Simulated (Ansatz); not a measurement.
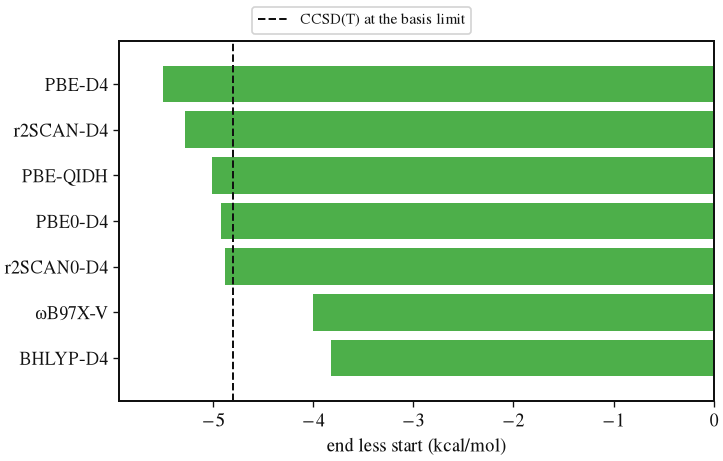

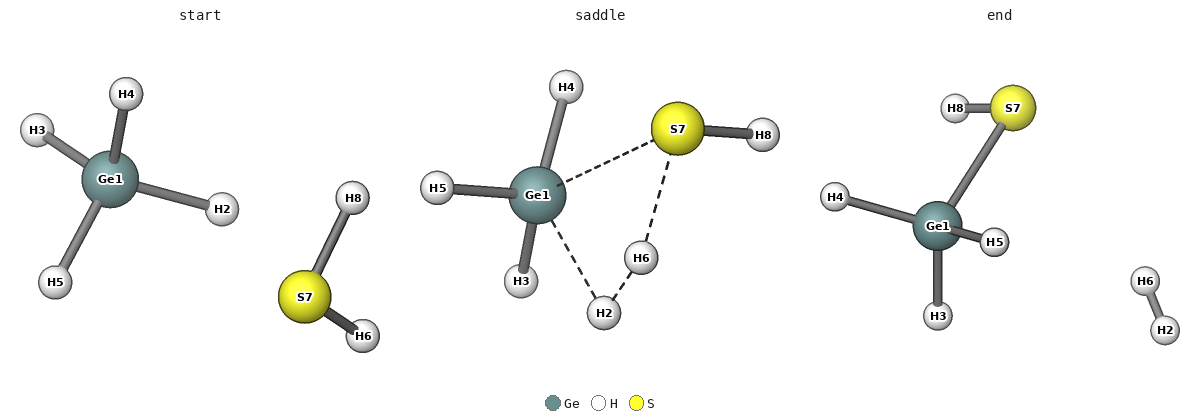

Energy change in one step of GeH₆S, singlet at several levels. In the step Ge1–S7 (3.87 → 2.65 → 2.23 Å) and H2–H6 (3.24 → 0.98 → 0.75 Å) form; Ge1–H2 (1.53 → 1.83 → 3.95 Å) and H6–S7 (1.34 → 1.69 → 3.15 Å) break (lengths at start, saddle and end; changes of bond order aren't listed). Electronic energies at PBE0-D4/def2-TZVP geometries, energies in def2-TZVPP, the Ansatz code 0.2.0; cores frozen in correlated methods, no zero-point terms. Start and end are the structures at the ends of the path (complexes, where there are several molecules). On heavy atoms the filled d shell below the valence is correlated. The line is the MP2 basis limit plus CCSD(T) less MP2 in triple zeta. PBE-QIDH holds a correlation term that converges slowly with the basis, so part of the distance to the limit is basis error. No dispersion term is added to PBE-QIDH. The limit lies 0.8 kcal/mol from CCSD(T) in triple zeta, so the line itself is uncertain by a part of that.

Q: What range do the values span, the line included?

A: From −5.5 kcal/mol (PBE-D4) to −3.8 kcal/mol (BHLYP-D4).

Q: Give the values.

A:
```tsv
level	kcal/mol	less CCSD(T) at the basis limit
PBE-D4	−5.5	−0.7
r2SCAN-D4	−5.3	−0.5
PBE-QIDH	−5.0	−0.2
PBE0-D4	−4.9	−0.1
r2SCAN0-D4	−4.9	−0.1
ωB97X-V	−4.0	0.8
BHLYP-D4	−3.8	1.0
CCSD(T) at the basis limit	−4.8	0.0
```

Limits of at least one run: no scalar relativity up to krypton.
